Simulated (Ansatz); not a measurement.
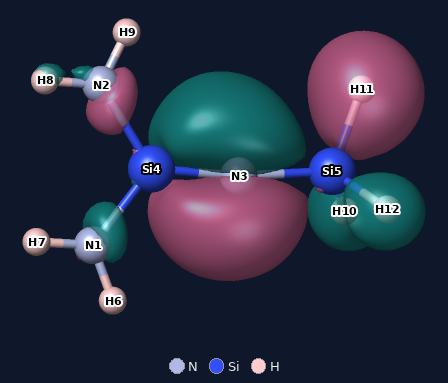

Figure. H₇N₃Si₂ (SMILES N[Si](N)=N[SiH3]). The HOMO at ±0.08 Å⁻³ᐟ² (teal and pink are the two phases), seen at a tilt.

Geometry: B3LYP-D3(BJ)/def2-SVP.

Method: Ansatz 0.2.0, isolated molecule in a Gaussian basis; Kohn-Sham density functional theory, functional PBE0.

```xyz
12

N    -2.7963   -0.7738    1.1492
N    -1.9008    0.8173   -0.9181
N     0.0613   -0.4157    0.8557
Si   -1.4173   -0.1416    0.3942
Si    1.7069   -0.5829    1.1866
H    -2.7067   -1.3766    1.9593
H    -3.7560   -0.6117    0.8689
H    -2.8560    0.9915   -1.2076
H    -1.2122    1.2855   -1.4962
H     2.1601   -2.0111    1.0993
H     2.5902    0.1906    0.2478
H     2.0582   -0.1122    2.5679
```

Question: What is the character of this orbital?

Answer: By Hirshfeld shares it lies mainly on N3 (about 55 %), Si5 (about 15 %), Si4 (about 15 %) and H11 (about 10 %). Its energy is −6.76 eV.
